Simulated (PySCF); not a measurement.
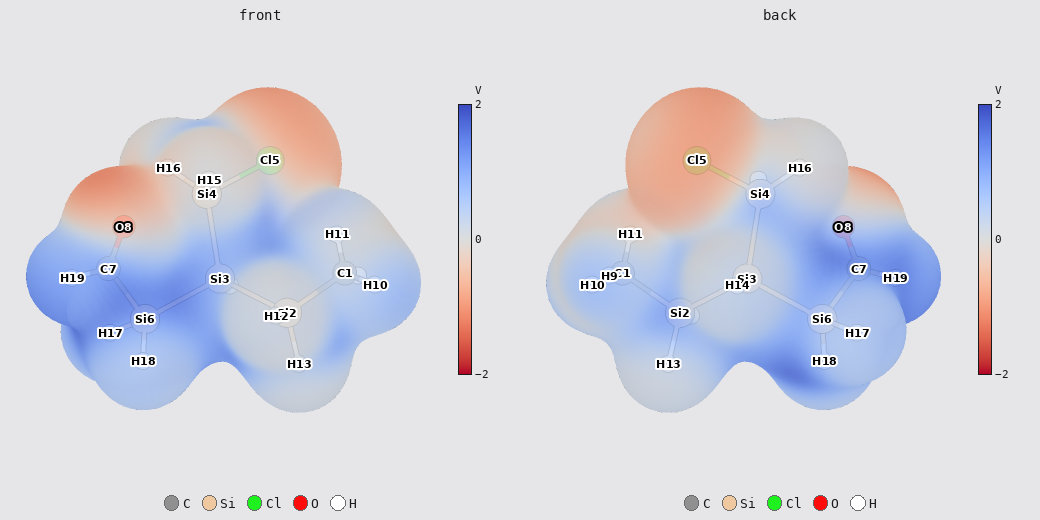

*C2H11ClOSi4. The molecular electrostatic potential painted on the density surface at 0.002 e/bohr³, seen from the front and from behind; the colour scale runs from red (negative) to blue (positive).*

Geometry: GFN2-xTB.

Computed with PySCF 2.14.0, PBE0/pcSseg-1, SCF density, gas phase, non-relativistic.

Input

```
{"job": {"kind": "nmr", "xc": "PBE0", "basis": "pcSseg-1"}, "charge": 0, "multiplicity": 1}
C      0.987611    -2.552493    -1.697583
Si    -0.459452    -1.337326    -1.533510
Si     0.241232     0.612574    -0.432505
Si     1.362271     0.213382     1.588927
Cl     3.083857    -0.774299     0.994322
Si    -1.481848     2.102488     0.023513
C     -1.539599     2.028108     1.941866
O     -0.717424     1.428583     2.597220
H      1.735146    -2.176649    -2.390490
H      0.664359    -3.524972    -2.058423
H      1.482277    -2.701877    -0.741933
H     -1.543502    -1.996781    -0.786419
H     -1.000994    -1.077035    -2.876471
H      1.145072     1.345412    -1.355360
H      0.737996    -0.773484     2.462982
H      1.904855     1.339882     2.340229
H     -1.394150     3.547782    -0.220156
H     -2.860730     1.761353    -0.345816
H     -2.356779     2.544603     2.482144
```

Command:

```sh
OMP_NUM_THREADS=1 python probes_run.py task.json out
```

Q: Describe the electrostatic potential map.

A: The most negative region (about −1.1 V) lies over O8, the most positive (about +1.5 V) over Si6. O8 is the likeliest acceptor of a hydrogen bond.

Q: What dipole moment does the calculation give?

A: Its dipole moment is 3.69 D.
